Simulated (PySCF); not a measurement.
# C$_{7}$H$_{18}$AlN: what the fields show

```yaml
atoms:
  - { symbol: C, position_ang: [2.7755, -0.0885, 0.1768] }
  - { symbol: C, position_ang: [1.4254, -0.2790, 0.8499] }
  - { symbol: N, position_ang: [0.3182, -0.1447, -0.0972] }
  - { symbol: C, position_ang: [0.3613, -1.2036, -1.0953] }
  - { symbol: Al, position_ang: [0.4265, 1.7103, -1.0411] }
  - { symbol: C, position_ang: [-1.5901, 1.7525, -1.0367] }
  - { symbol: C, position_ang: [-2.0614, 0.4564, -0.3519] }
  - { symbol: C, position_ang: [-0.9793, -0.0600, 0.6044] }
  - { symbol: C, position_ang: [-1.4208, -1.3549, 1.2849] }
  - { symbol: H, position_ang: [2.7396, 0.8146, -0.4345] }
  - { symbol: H, position_ang: [3.0388, -0.9345, -0.4521] }
  - { symbol: H, position_ang: [3.5485, 0.0282, 0.9323] }
  - { symbol: H, position_ang: [1.3955, -1.2537, 1.3561] }
  - { symbol: H, position_ang: [1.3015, 0.5071, 1.6000] }
  - { symbol: H, position_ang: [-0.5447, -1.1772, -1.6946] }
  - { symbol: H, position_ang: [1.1988, -1.0188, -1.7666] }
  - { symbol: H, position_ang: [0.4711, -2.1929, -0.6414] }
  - { symbol: H, position_ang: [1.0883, 2.5787, 0.0875] }
  - { symbol: H, position_ang: [1.2863, 1.3930, -2.3078] }
  - { symbol: H, position_ang: [-1.8859, 2.5990, -0.3920] }
  - { symbol: H, position_ang: [-2.1712, 1.8967, -1.9555] }
  - { symbol: H, position_ang: [-2.9767, 0.6124, 0.2274] }
  - { symbol: H, position_ang: [-2.2905, -0.3083, -1.0974] }
  - { symbol: H, position_ang: [-0.8368, 0.7164, 1.3678] }
  - { symbol: H, position_ang: [-2.3233, -1.1638, 1.8605] }
  - { symbol: H, position_ang: [-0.6652, -1.7342, 1.9688] }
  - { symbol: H, position_ang: [-1.6494, -2.1245, 0.5508] }
```

Geometry: GFN2-xTB.

Level of theory: PySCF 2.14.0, PBE0/pcSseg-1, SCF density, gas phase, non-relativistic.

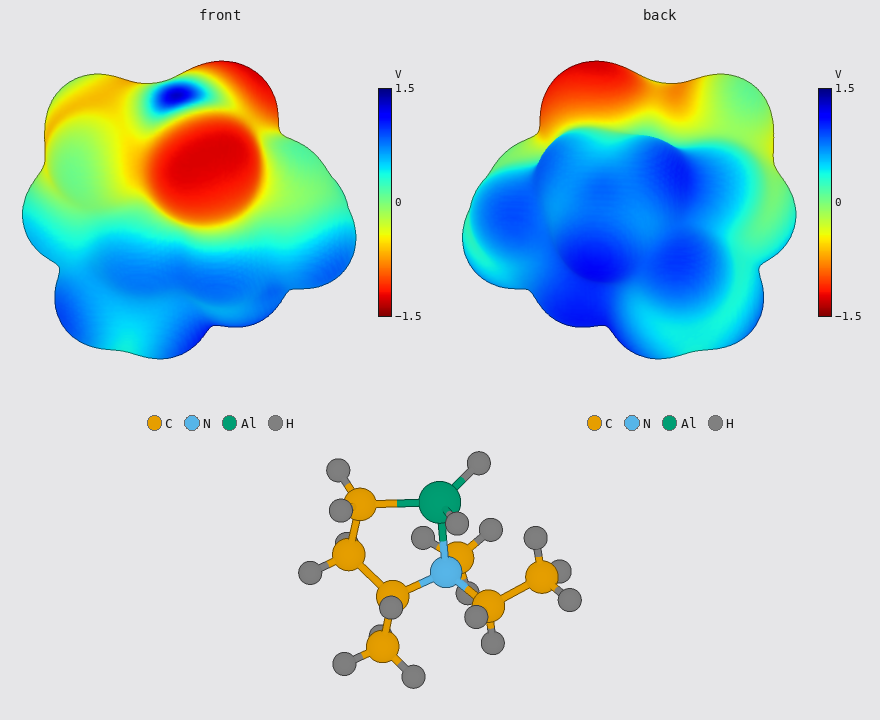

Figure 1. The electrostatic potential painted on the density surface at 0.002 e/bohr³, seen from the front and from behind; the colour scale runs from red (negative) to blue (positive). The bare structure is drawn below in the same view.

Question: Where is the surface potential most negative and most positive?

Answer: The most negative region (about −1.3 V) lies over H18 and H19, the most positive (about +1.1 V) over Al5, H13 and H17.

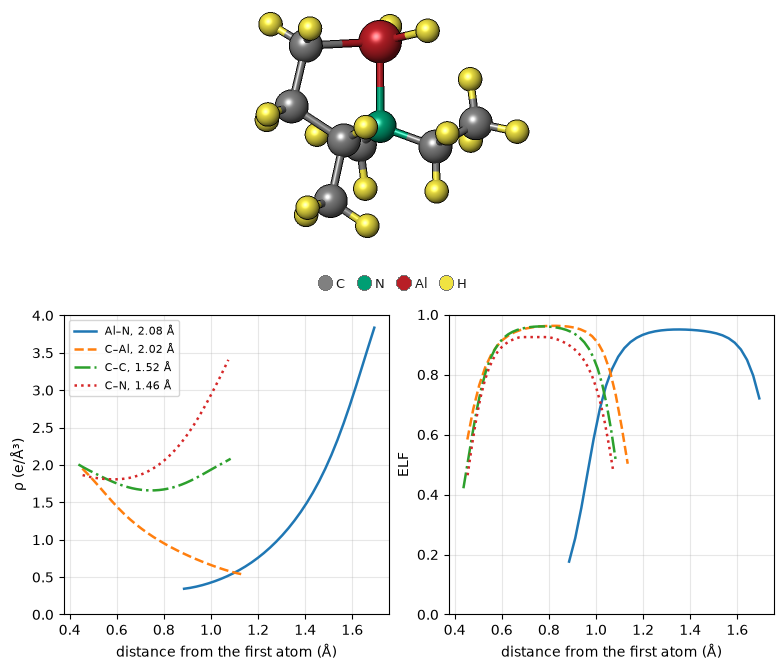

Figure 2. Electron density and ELF along straight lines between neighbouring atoms. The curves leave out the atomic cores. The structure is drawn too.

Question: What can be read from the curves?

Answer: Al–N (2.08 Å): the density is about 0.48 e/Å³ at the midpoint; the ELF peaks at about 0.95 in the valence shell of N, 0.7 Å from its nucleus, and is about 0.75 at the midpoint.
C–Al (2.02 Å): ρ is about 0.65 e/Å³ halfway; the ELF peaks at about 0.95 between the atoms (a shared but strongly polarised pair).
C–C (1.52 Å): the density is about 1.7 e/Å³ at the midpoint; the ELF peaks at about 0.95 between the atoms, as expected for a shared electron pair.
C–N (1.46 Å): ρ at the midpoint is about 1.9 e/Å³; the ELF peaks at about 0.95 between the atoms, as expected for a covalent bond.
